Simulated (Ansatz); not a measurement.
# CH₂BFOS: how energies converge with the basis set

Aim: see how fast density functionals converge with the basis set for CH₂BFOS.

The runs use Ansatz 0.2.0, Gaussian basis; one geometry, several basis sets.

The runs, in order: PBE0-D4/def2-SVP; ωB97M-V/def2-SVP; PBE0-D4/def2-QZVPP; ωB97M-V/def2-QZVPP; the functionals' def2-TZVPP values are taken from earlier runs.

## (1) The geometry

The geometry comes from an earlier relaxation with PBE0-D4 in a triple-zeta def2 set; it is a stationary point, not always the lowest conformer.

SMILES `OC1(F)BS1`, 7 atoms, charge 0, spin multiplicity 1.

Atoms are counted from 1 here; the program's logs count them from 0.

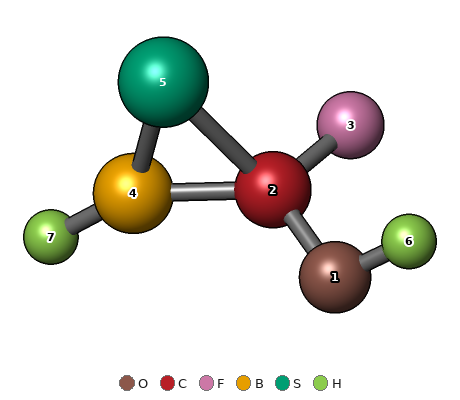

The geometry (oxygen brown, carbon red, fluorine pink, boron amber, sulfur teal, hydrogen green); atoms are numbered from 1 in the order of the file.

## (2) PBE0-D4 in def2-SVP

File in.yaml:

```yaml
crystal:
  periodic: [false, false, false]
  atoms:
    - {symbol: O, position_ang: [-0.622920, 0.066469, 1.300888]}
    - {symbol: C, position_ang: [0.071349, -0.247825, 0.195254]}
    - {symbol: F, position_ang: [0.761674, -1.405252, 0.366479]}
    - {symbol: B, position_ang: [-0.268348, 0.256329, -1.206213]}
    - {symbol: S, position_ang: [1.145087, 1.094198, -0.627060]}
    - {symbol: H, position_ang: [-0.050458, -0.010869, 2.075320]}
    - {symbol: H, position_ang: [-0.975284, 0.179052, -2.150269]}
basis:
  gaussian: {orbitals: def2-SVP}
hamiltonian: {xc: pbe0, dispersion: d4}
output: {orbitals: {seedname: orbitals}}
```

On the command line:

```console
ansatz run in.yaml --threads 2 --pin off --events-out ev --progress --plain --max-ram 4352MiB
```

After this run come: ωB97M-V in def2-SVP; PBE0-D4 in def2-QZVPP; ωB97M-V in def2-QZVPP.

Before running them: what should the planned runs give, taken together? Wanted: PBE0-D4: double and triple zeta above quadruple; ωB97M-V: double and triple zeta above quadruple.

**Answer**, as computed:

| quantity | value |
| --- | --- |
| PBE0-D4: double and triple zeta above quadruple | 12.09, 0.67 eV |
| ωB97M-V: double and triple zeta above quadruple | 12.20, 0.63 eV |

What this shows: For PBE0-D4 the step from double to triple zeta gains 11.42 eV and the next only 0.67 eV. These are total energies; as a rule much of such shifts cancels in differences, which this series doesn't test.
